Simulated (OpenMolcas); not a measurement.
## Run report: Cu²⁺ complex, multiconfigurational calculation

- system: Cu²⁺ with 4 ligands (F; square, 1.94 Å), neutralised by 4 outer point charges of +0.5 e, whose field is part of the energies.
- method: state-averaged SS-CASPT2, IPEA shift 0.25, imaginary shift 0.1 hartree, closed shells 3s 3p of the metal and the valence shells of the ligands correlated, active space 9 electrons in the shell 3d, basis ANO-RCC-VTZP on the metal and ANO-RCC-VDZP on the ligands, DKH2 scalar Hamiltonian, spin-orbit coupling by RASSI with atomic mean-field integrals (OpenMolcas)

**Input file**
```
&GATEWAY
Coord
5

Cu 0.0 0.0 0.0
F 1.940000 0.000000 0.000000
F 0.000000 1.940000 0.000000
F -1.940000 0.000000 0.000000
F 0.000000 -1.940000 0.000000
Basis=Cu.ANO-RCC-VTZP,F.ANO-RCC-VDZP
Group=XYZ
NoMove
AngMom=0.0 0.0 0.0
AMFI
RICD
XField
2 Angstrom 0
5.140000 0.000000 0.000000 0.500000
0.000000 5.140000 0.000000 0.500000
&SEWARD
&RASSCF
FileOrb=start.orb
Symmetry=1
Spin=2
nActEl=9 0 0
Inactive=13 16
Ras2=5 0
CIRoot=5 5 1
SDav=5
CIMx=300
Iter=150 100
PrWF=0.3
OrbListing=Nothing
MaxOrb=0
LevShft=1.0
>>> COPY $Project.JobIph JOB001
&RASSI
NrOfJobIphs=1 5
1 2 3 4 5
IphNames
JOB001
EJob
SpinOrbit
DIPRint=1.0
SOCoupling=1000.0
Subsets=2
Property=9
'ANGMOM' 1 'ANGMOM' 2 'ANGMOM' 3 'MLTPL  1' 1 'MLTPL  1' 2 'MLTPL  1' 3
'AMFI' 1 'AMFI' 2 'AMFI' 3
SOProperty=3
'ANGMOM' 1 'ANGMOM' 2 'ANGMOM' 3
>>> COPY JOB001 $Project.JobIph
&CASPT2
Multistate=5 1 2 3 4 5
NoMult
Frozen=4 5
IPEA=0.25
Imaginary=0.1
MaxIter=60
WThr=0.0 0.3 0.05
PrWF=0.5
NoMix
```

The file start.orb holds starting orbitals from an earlier step. A driver script formed the levels outside the program, from RASSI's spin-orbit matrix and the CASPT2 energies (for multi-state variants, the effective Hamiltonian), averaged over the components of each term or state. The log and the time are those of the CASPT2 step.

Hardware: 1 thread of Arm Neoverse V1, 24 GiB of memory available, shared host.

Run as:
```bash
OMP_NUM_THREADS=1 MOLCAS_MEM=2457 MOLCAS_PROJECT=a pymolcas a.inp > a.log  # once for each step of the input, in one work folder
```

**Output (extracts)**
```
--- CASPT2 ---
Orbital specifications:
      -----------------------

      Symmetry species                           1   2
                                                ag  au
      Frozen orbitals                            4   5
      Inactive orbitals                          9  11
      Active orbitals                            5   0
      Secondary orbitals                        40  41
      Deleted orbitals                           0   0
      Number of basis functions                 58  57
Type of calculation                        SS-CASPT2
      Fock operator                              state-specific
      IPEA shift                                 0.25
      Real shift                                 0.00
      Imaginary shift                            0.10
      The input orbitals will be transformed to quasi-canonical
Reference energy:       -2051.9248141719
      E2 (Non-variational):      -1.6497325119
      Shift correction:          -0.0008749925
      E2 (Variational):          -1.6506075045
      Total energy:           -2053.5754216764
      Residual norm:              0.0000000840
      Reference weight:           0.76090
      Contributions to the CASPT2 correlation energy
      Active & Virtual Only:         -0.3555418006
      One Inactive Excited:          -0.3365084090
      Two Inactive Excited:          -0.9576823024
Reference energy:       -2051.8917651760
      E2 (Non-variational):      -1.6370797702
      Shift correction:          -0.0008518211
      E2 (Variational):          -1.6379315913
      Total energy:           -2053.5296967673
      Residual norm:              0.0000002550
      Reference weight:           0.76355
      Contributions to the CASPT2 correlation energy
      Active & Virtual Only:         -0.3521709722
      One Inactive Excited:          -0.3336459604
      Two Inactive Excited:          -0.9512628376
::    CASPT2 Root  1     Total energy:  -2053.57542168
::    CASPT2 Root  2     Total energy:  -2053.52969677
::    CASPT2 Root  3     Total energy:  -2053.51138968
::    CASPT2 Root  4     Total energy:  -2053.51138968
::    CASPT2 Root  5     Total energy:  -2053.50317785
```

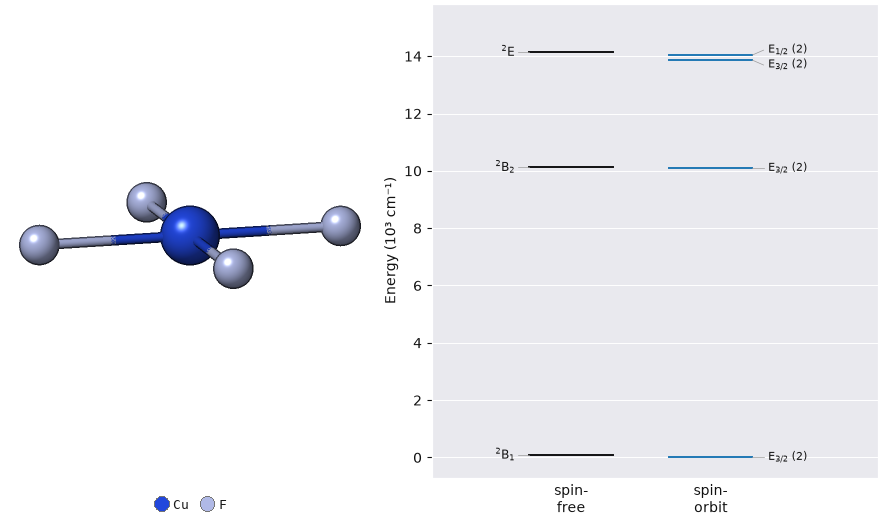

Figure 1. Cu²⁺ (3d⁹) with 4 ligands, F⁻, at 1.94 Å (arrangement: square, D4h), neutralised by outer point charges of +0.5 e, and its levels. Labels give the representation in O, Td, D4 or D3 as the site allows (double group for half-integer spin) where it could be assigned and, in brackets, the degeneracy; spin-free states, where drawn, share the zero of the spin-orbit levels. The ground level is E₃/₂, a Kramers doublet, 100 % from states of spin multiplicity 2. Its principal g values are 2.08, 2.08 and 2.58. The next level lies at 10,100 cm⁻¹ (E₃/₂). The lowest spin-free state is ²B₁, from the free-ion D term; of the same spin there follow at 10,000 cm⁻¹ (²B₂) and 14,100 cm⁻¹ (²E) above it.

**Summary**

- outcome: converged
- energy of the lowest spin-free term: −2053.57542 hartree
- energy of the lowest spin-orbit level: −2053.57582 hartree
- CASPT2 correlation energy: −1.6506 hartree
- largest spread among components of a term: 0.0 cm⁻¹
- lowest reference weight: 0.761
- wall time: 7.4 s
- peak memory: 0.2 GiB

**Notes**

Limits: with a single d shell and no ligand orbitals active, the ligand field and the g values of a late 3d ion can be well off; distances are set from ionic radii, not optimised.
